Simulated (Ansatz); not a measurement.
**AlPNH4OF (SMILES [NH2][Al]([F])[PH]O): B3LYP/6-31G(d) (spherical functions)**

Aim: the vertical ionisation energy of AlPNH4OF at B3LYP/6-31G* (spherical functions), from 2 runs. 

The calculation is run with Ansatz 0.2.0.

147 further runs of the same task are left out: 147 set aside as unsound or not needed.

## (1) The system as given

AlPNH4OF has 9 atoms, charge 0, and is taken as a singlet. As SMILES, `[NH2][Al]([F])[PH]O`. The shape is that of a PBE0-D4/def2-TZVP optimisation. This is one conformer, not always the lowest.

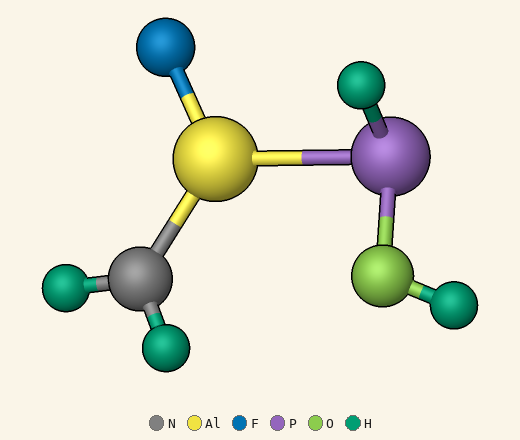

The structure, seen from a chosen angle (nitrogen grey, aluminium yellow, fluorine blue, phosphorus purple, oxygen green, hydrogen teal).

## (2) The energy at B3LYP/6-31G(d) (spherical functions)

run.yaml reads:

```yaml
crystal:
  periodic: [false, false, false]
  atoms:
    - {symbol: N, position_ang: [1.489200, 1.004600, -0.185800]}
    - {symbol: Al, position_ang: [0.882400, -0.572900, 0.285200]}
    - {symbol: F, position_ang: [1.905300, -1.677400, 0.966000]}
    - {symbol: P, position_ang: [-1.322700, -1.196100, -0.158400]}
    - {symbol: O, position_ang: [-1.889900, 0.351100, -0.471500]}
    - {symbol: H, position_ang: [0.893900, 1.722700, -0.565900]}
    - {symbol: H, position_ang: [2.431700, 1.338900, -0.072400]}
    - {symbol: H, position_ang: [-1.643200, -1.310200, 1.230300]}
    - {symbol: H, position_ang: [-2.658100, 0.293000, -1.044600]}
basis:
  gaussian: {orbitals: 6-31G_st_-spherical.json}
hamiltonian: {xc: {name: B3LYP}}
accuracy: high
output: {orbitals: {seedname: orbitals}}
```

The basis set 6-31G* is read from a file made from the Basis Set Exchange's data (not shown).

Started as:

```
$ ansatz run run.yaml --threads 1 --pin off --max-ram 3480MiB --events-out events.jsonl --progress --plain --runs-dir runs
```

The program printed:

```text
Warning: RAYON_NUM_THREADS=1 ignored (pool sized by the plan → 1); use --threads N
Functional definition: B3LYP
  name "B3LYP"
  parameter a0 = 0.2
  parameter ax = 0.72
  parameter ac = 0.81
  exchange = (1 - a0 - ax)*slater_x + ax*b88_x + a0*exact_x
  correlation = (1 - ac)*vwn_rpa_c + ac*lyp_c
1899 factors; integrals over basis functions are off by at most 7.7e-9 eV
mean field evaluation 1: about -22195.6903 eV, gradient 8.0e1 eV
mean field evaluation 2: about -22165.1527 eV, gradient 1.4e2 eV
mean field evaluation 4: about -22207.2177 eV, gradient 9.6e0 eV
mean field evaluation 8: about -22207.5556 eV, gradient 8.4e-1 eV
mean field evaluation 16: about -22207.5576 eV, gradient 4.0e-5 eV
mean field -22207.55758051 eV, -816.1126882607 hartree, gradient 9.1e-8 eV, S^2 0.000000; 0 other end points of the search recorded, 0 dependent functions left out
reference -22207.55762257 eV, -816.1126898061 hartree; 28, 28 occupied and 58, 58 virtual orbitals, 1899 factors
Total energy: -22207.55762257 eV, -816.1126898061 hartree
```

Run time: 11 s. Hardware: 1 thread of Arm Neoverse V1, shared host; peak memory 0.3 GiB.

## (3) The doublet cation at the same level

in.yaml reads:

```yaml
crystal:
  periodic: [false, false, false]
  atoms:
    - {symbol: N, position_ang: [1.489200, 1.004600, -0.185800]}
    - {symbol: Al, position_ang: [0.882400, -0.572900, 0.285200]}
    - {symbol: F, position_ang: [1.905300, -1.677400, 0.966000]}
    - {symbol: P, position_ang: [-1.322700, -1.196100, -0.158400]}
    - {symbol: O, position_ang: [-1.889900, 0.351100, -0.471500]}
    - {symbol: H, position_ang: [0.893900, 1.722700, -0.565900]}
    - {symbol: H, position_ang: [2.431700, 1.338900, -0.072400]}
    - {symbol: H, position_ang: [-1.643200, -1.310200, 1.230300]}
    - {symbol: H, position_ang: [-2.658100, 0.293000, -1.044600]}
basis:
  gaussian: {orbitals: 6-31G_st_-spherical.json}
total_charge: 1
magnetization: {spin_polarized: true, initial_magnetization: 1}
hamiltonian: {xc: {name: B3LYP}}
accuracy: high
output: {orbitals: {seedname: orbitals}}
```

The basis set 6-31G* is read from a file made from the Basis Set Exchange's data (not shown).

Started as:

```
$ ansatz run in.yaml --threads 1 --pin off --max-ram 3480MiB --events-out events.jsonl --progress --plain --runs-dir runs
```

The program printed (excerpt; [...] marks lines left out):

```text
Warning: RAYON_NUM_THREADS=1 ignored (pool sized by the plan → 1); use --threads N
[... 7 set-up lines as earlier in the session ...]
1898 factors; integrals over basis functions are off by at most 7.7e-9 eV
mean field evaluation 1: about -22175.3989 eV, gradient 7.9e1 eV
mean field evaluation 2: about -22054.3215 eV, gradient 1.7e2 eV
mean field evaluation 4: about -22192.3781 eV, gradient 2.8e1 eV
mean field evaluation 8: about -22198.5311 eV, gradient 1.2e0 eV
mean field evaluation 16: about -22198.7327 eV, gradient 1.6e-2 eV
mean field evaluation 32: about -22198.7327 eV, gradient 1.7e-7 eV
mean field -22198.73270765 eV, -815.7883801646 hartree, gradient 2.4e-8 eV, S^2 0.760935; 3 other end points of the search recorded, 0 dependent functions left out
reference -22198.73274980 eV, -815.7883817135 hartree; 28, 27 occupied and 58, 59 virtual orbitals, 1898 factors
Total energy: -22198.73274980 eV, -815.7883817135 hartree
```

It took 36 s on 1 thread of Arm Neoverse V1, shared host; peak memory 0.46 GiB.

## (4) What came out

At B3LYP/6-31G* (spherical functions):

| quantity | value |
| --- | --- |
| singlet AlPNH4OF: total energy | -816.11269 Eh |
| singlet AlPNH4OF: HOMO energy | -6.45 eV |
| singlet AlPNH4OF: LUMO energy | -0.59 eV |
| singlet AlPNH4OF: HOMO–LUMO gap | 5.86 eV |
| doublet cation: total energy | -815.78838 Eh |
| doublet cation: HOMO energy (highest over α and β) | -12.24 eV |
| doublet cation: LUMO energy (lowest over α and β) | -11.10 eV |
| doublet cation: ⟨S²⟩ | 0.761 |
| vertical ionisation energy (to the doublet cation) | 8.825 eV |

In words: The vertical ionisation energy comes to 8.82 eV (204 kcal/mol). −ε(HOMO) before ionisation, 6.45 eV, is 2.37 eV below this ionisation energy.
